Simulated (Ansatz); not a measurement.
# FH4NSi: the cost of one run

Program: Ansatz 0.2.0, Gaussian basis. Level of theory: single points in def2-TZVPP. These are calculated values, not measurements.

Cores are frozen in the correlated methods.

## (1) Where the work starts

SMILES `N[SiH2]F`, 7 atoms, charge 0, spin multiplicity 1.

Atoms are counted from 1 here; the program's logs count them from 0.

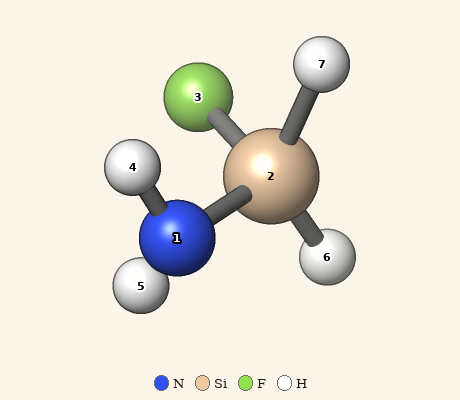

Start geometry, drawn with nitrogen blue, silicon light orange, fluorine green, hydrogen white; atoms are numbered from 1 in the order of the file.

Coordinates:

```xyz
7
charge 0, multiplicity 1
N    -0.87680    0.52470   -0.55920
Si    0.43320    0.00760    0.47800
F     0.43930   -1.49240    0.79590
H    -0.84410    0.00610   -1.40200
H    -1.45270    0.49310   -0.18660
H     0.46720    0.48410    1.70340
H     1.48130   -0.05210   -0.61420
```

## (2) CCSD(T)/def2-TZVPP

run/in.yaml

```yaml
crystal:
  periodic: [false, false, false]
  atoms:
    - {symbol: N, position_ang: [-0.876800, 0.524700, -0.559200]}
    - {symbol: Si, position_ang: [0.433200, 0.007600, 0.478000]}
    - {symbol: F, position_ang: [0.439300, -1.492400, 0.795900]}
    - {symbol: H, position_ang: [-0.844100, 0.006100, -1.402000]}
    - {symbol: H, position_ang: [-1.452700, 0.493100, -0.186600]}
    - {symbol: H, position_ang: [0.467200, 0.484100, 1.703400]}
    - {symbol: H, position_ang: [1.481300, -0.052100, -0.614200]}
basis:
  gaussian: {orbitals: def2-TZVPP}
correlation: {method: ccsd_t}
output: {forces: true}
```

The run is started by

```bash
$ ansatz run in.yaml --threads 4 --pin off --events-out ev --progress --plain --max-ram 5222MiB
```

What time and memory should one allow on 4 threads of Intel Xeon Platinum 8488C, shared host?

About 62 s, with a peak of 2.2 GiB.
